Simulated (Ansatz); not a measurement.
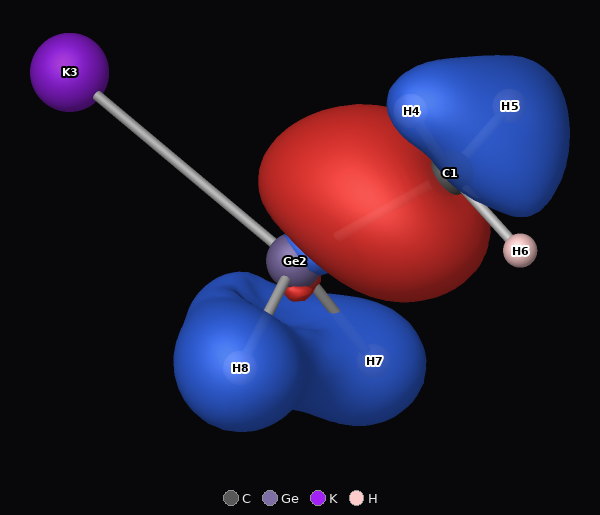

Figure. CH$_{5}$GeK (SMILES [CH3][GeH2][K]). The HOMO−1 at ±0.15 Å⁻³ᐟ² (red and blue are the two phases), seen at a tilt.

Geometry: B3LYP-D3(BJ)/def2-SVP.

All numbers below come from Ansatz 0.2.0, isolated molecule in a Gaussian basis; Kohn-Sham density functional theory, functional PBE0.

Input

```
crystal:
  periodic: [false, false, false]
  atoms:
    - {symbol: C, position_ang: [-0.130306, 1.626910, -1.378846]}
    - {symbol: Ge, position_ang: [0.690843, -0.212612, -1.224209]}
    - {symbol: K, position_ang: [1.191689, -1.463661, 1.659985]}
    - {symbol: H, position_ang: [0.502839, 2.371189, -0.869402]}
    - {symbol: H, position_ang: [-1.123944, 1.642145, -0.902596]}
    - {symbol: H, position_ang: [-0.244547, 1.929729, -2.431446]}
    - {symbol: H, position_ang: [-0.231133, -1.056672, -2.189804]}
    - {symbol: H, position_ang: [1.966464, -0.072076, -2.145006]}
basis:
  gaussian:
    orbitals: def2-TZVPD
hamiltonian:
  xc: pbe0
output:
  forces: true
  orbitals: {seedname: orbitals}
```

Launched as:

```sh
ansatz run input.yaml --threads 2 --pin off --max-ram 4350MiB --events-out events.jsonl --progress --plain --runs-dir runs
```

> Describe this orbital and give its energy.

By Hirshfeld shares it lies mainly on C1 (about 40 %), Ge2 (about 35 %), H7 (about 10 %) and H8 (about 10 %). Its energy is −6.82 eV.
